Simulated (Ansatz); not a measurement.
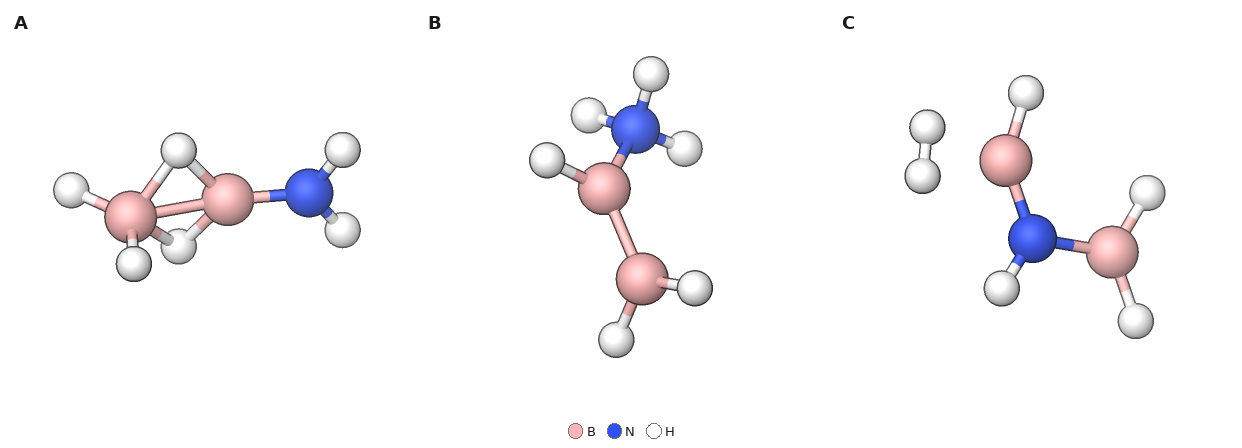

3 stationary structures of one formula. State: charge +1, singlet. Geometries: PBE-D4/def2-SVP. Electronic energies: PBE-D4/def2-SVP (Ansatz 0.2.0), without zero-point energy. No frequency run is at hand to confirm each as a minimum. Each is one conformer, not always the lowest.

Question: Which structure is the most stable?

Answer: A is lowest; B lies 16.9 kcal/mol above it, C lies 23.0 kcal/mol above it.
